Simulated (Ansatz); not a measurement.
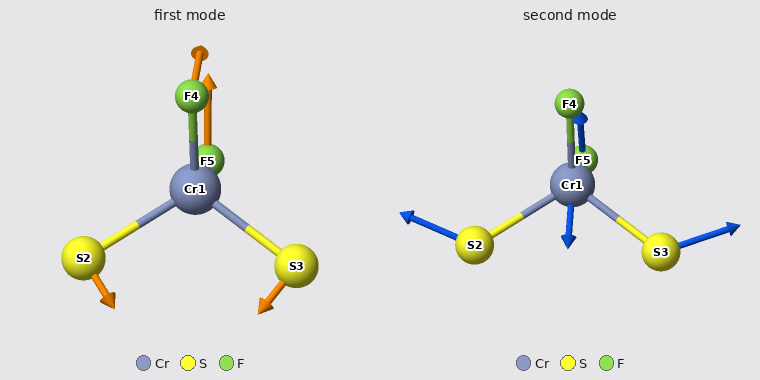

The system is CrS2F2; the picture shows the reference structure; its two panels give the patterns of the first and the second mode as arrows. First axis: normal mode 1 (213 cm⁻¹). Second axis: normal mode 4 (245 cm⁻¹). Nothing is relaxed (straight displacements along the two mass-weighted modes). Grid: 15 × 15 points. Points are written as (first, second). All energies are given in kJ/mol relative to the relaxed molecule at the same level. Computed with RKS PBE0-D4/def2-SVP (Ansatz).

Its coordinates:

```xyz
5

Cr   -0.0652    0.0003   -0.0456
S    -0.0302   -0.0178    1.9113
S     1.7854    0.0107   -0.6830
F    -0.8484    1.3935   -0.5784
F    -0.8417   -1.3867   -0.6042
```

Range: normal mode 1 (213 cm⁻¹) from −2.68 to 2.68 amu½·Å; normal mode 4 (245 cm⁻¹) from −2.332 to 2.332 amu½·Å.

Question: What landscape does the calculation give?

Answer: The lowest grid point is at (0.00 amu½·Å, 0.000 amu½·Å), 0 kJ/mol from the relaxed molecule at the same level. It is the only kind of minimum in the scanned range. The highest grid point, (2.68 amu½·Å, 2.332 amu½·Å), lies 192 kJ/mol above the lowest.

```
normal mode 4 (245 cm⁻¹) ↓, normal mode 1 (213 cm⁻¹) →  −2.68  −2.30  −1.91  −1.53  −1.15  −0.77  −0.38  0.00  0.38  0.77  1.15  1.53  1.91  2.30  2.68
                                                 2.332     94     82     72     64     58     54     54    56    62    72    85   104   128   157   192
                                                 1.999     83     71     60     52     45     41     40    41    45    53    65    81   102   128   160
                                                 1.666     74     61     51     42     35     30     28    28    32    38    49    63    81   105   133
                                                 1.333     66     54     42     33     26     21     18    18    21    26    35    48    64    85   111
                                                 1.000     61     47     36     27     19     14     11    10    12    17    25    36    51    70    94
                                                 0.666     57     43     32     22     14      9      6     5     6    10    17    28    41    59    81
                                                 0.333     55     41     29     19     11      6      2     1     2     6    13    22    35    52    72
                                                 0.000     55     40     28     18     10      5      1     0     1     5    11    20    33    48    67
                                                −0.333     57     42     30     19     11      6      2     1     2     6    12    21    33    48    67
                                                −0.666     61     46     33     23     15      9      6     5     6    10    17    26    37    52    70
                                                −1.000     68     52     40     29     21     15     12    11    13    17    24    33    45    59    77
                                                −1.333     77     61     48     38     30     24     21    20    22    27    34    43    55    70    88
                                                −1.666     89     73     60     49     41     36     33    33    35    40    47    57    69    84   101
                                                −1.999    104     88     75     64     56     51     48    48    51    56    64    74    86   101   118
                                                −2.332    121    106     93     82     74     69     67    67    70    75    83    93   106   121   137
```

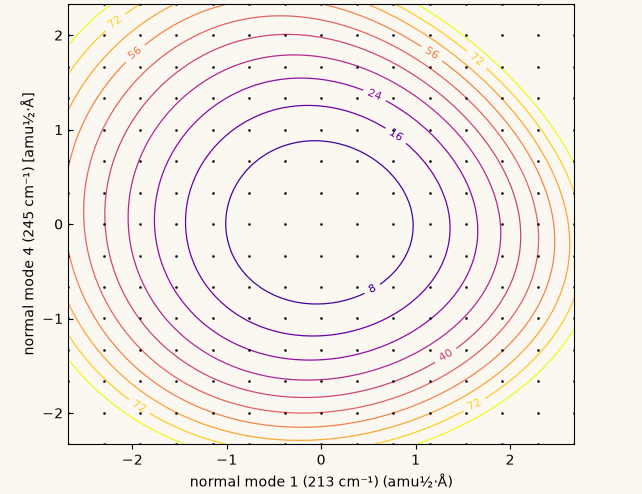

In the figure: contour lines labelled in kJ/mol (none above 80), dots at the grid points. Between grid points the surface is interpolated.

Each point was launched as `ansatz run input.yaml --threads 1 --pin off --max-ram 2560MiB --backend cpu --events-out ev --progress --plain --runs-dir out`. The whole map (225 points run) took 26 min on 1 thread of Arm Neoverse V2 (shared host).
